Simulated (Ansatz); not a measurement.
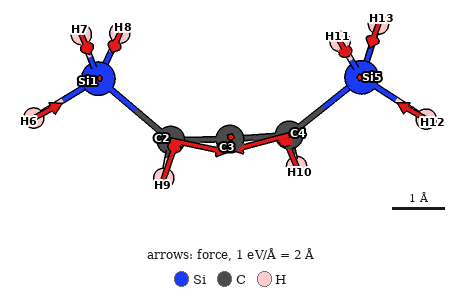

Starting geometry of C3H8Si2 with the computed forces as red arrows. The picture is a ball-and-stick view, seen face on.

The start comes from PBE-D4/def2-SVP.

The calculation used RKS PBE0-D4/def2-TZVP (Ansatz).

The input:
```yaml
crystal:
  periodic: [false, false, false]
  atoms:
    - {symbol: Si, position_ang: [-1.412744, -1.488579, 1.567880]}
    - {symbol: C, position_ang: [0.142248, -0.439405, 1.446714]}
    - {symbol: C, position_ang: [0.708877, -0.164415, 0.287623]}
    - {symbol: C, position_ang: [1.221182, 0.130212, -0.891779]}
    - {symbol: Si, position_ang: [0.681087, 1.646864, -1.863398]}
    - {symbol: H, position_ang: [-1.167265, -2.698795, 2.430361]}
    - {symbol: H, position_ang: [-2.531111, -0.698944, 2.196817]}
    - {symbol: H, position_ang: [-1.819119, -1.925916, 0.189764]}
    - {symbol: H, position_ang: [0.597177, -0.038980, 2.372987]}
    - {symbol: H, position_ang: [1.991889, -0.538233, -1.321625]}
    - {symbol: H, position_ang: [-0.341873, 2.404109, -1.065788]}
    - {symbol: H, position_ang: [1.862480, 2.537736, -2.147694]}
    - {symbol: H, position_ang: [0.087672, 1.239447, -3.187062]}
basis:
  gaussian: {orbitals: def2-TZVP}
hamiltonian: {xc: pbe0, dispersion: d4}
relax: {f_tol: 0.005, max_steps: 150}
```

Launched with:
```bash
ansatz run in.yaml --threads 4 --pin off --events-out ev --progress --plain --max-ram 10444MiB
```

### Is this structure relaxed? If not, where do the atoms go?

It isn't relaxed: the largest force vector, on C atoms, is 0.61 eV/Å. The final displacements follow the starting forces only in part (cosine between the two patterns 0.42). The largest moves after the best rigid fit, 0.084 Å, are those of H8 and H11. Largest moves by element: H 0.084 Å, Si 0.050 Å, C 0.024 Å. Some distances before and after: C4–Si5 1.880 → 1.859 Å, Si1–H6 1.506 → 1.488 Å, C2–H9 1.107 → 1.089 Å, Si1–H8 1.502 → 1.484 Å. After 11 accepted moves (12 points after the start) the energy has fallen by 1.44 kcal/mol. The largest force component goes from 0.53 to 0.0035 eV/Å. The line search rejected the trial step at point 11 of the run. The forces were under the threshold at step 9, but the run went on from there.
